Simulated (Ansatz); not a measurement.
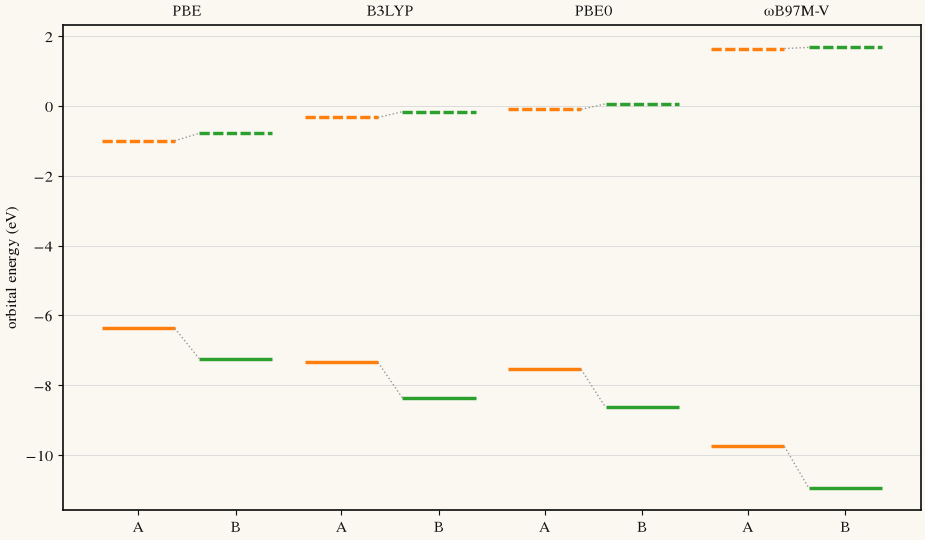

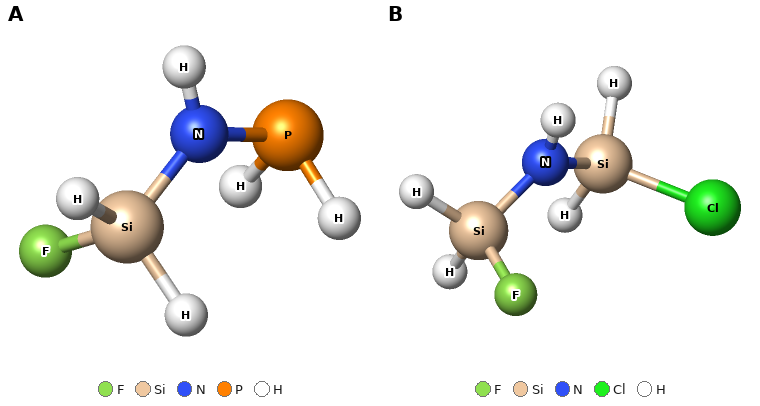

One change: A, SiPNH₅F (SMILES F[SiH2]NP), becomes B, Si₂NH₅ClF (SMILES F[SiH2]N[SiH2]Cl). PH₂ on N is replaced by SiH₂Cl (bound through Si). HOMO (solid) and LUMO (dashed) computed in def2-TZVPP at PBE0-D4/def2-TZVP geometries, both minima by their frequencies, gas phase, the Ansatz code. Empty levels above zero depend strongly on the basis.

### What does the change do to HOMO and LUMO?

PBE: the HOMO falls by 0.87 eV, the LUMO rises by 0.22 eV, and the separation goes from 5.37 to 6.45 eV. B3LYP: the HOMO falls by 1.02 eV, the LUMO rises by 0.17 eV, and the separation goes from 7.01 to 8.20 eV. PBE0: the HOMO falls by 1.09 eV, the LUMO rises by 0.16 eV, and the separation goes from 7.45 to 8.69 eV. ωB97M-V: the HOMO falls by 1.19 eV, the LUMO rises by 0.03 eV, and the separation goes from 11.40 to 12.62 eV.

### Do the functionals agree on the effect?

They agree on the direction for both levels; the HOMO shift lies between −1.19 and −0.87 eV and the LUMO shift between 0.03 and 0.22 eV, while the separations themselves differ by up to 6.2 eV between functionals.

Note: one conformer of each flexible molecule.
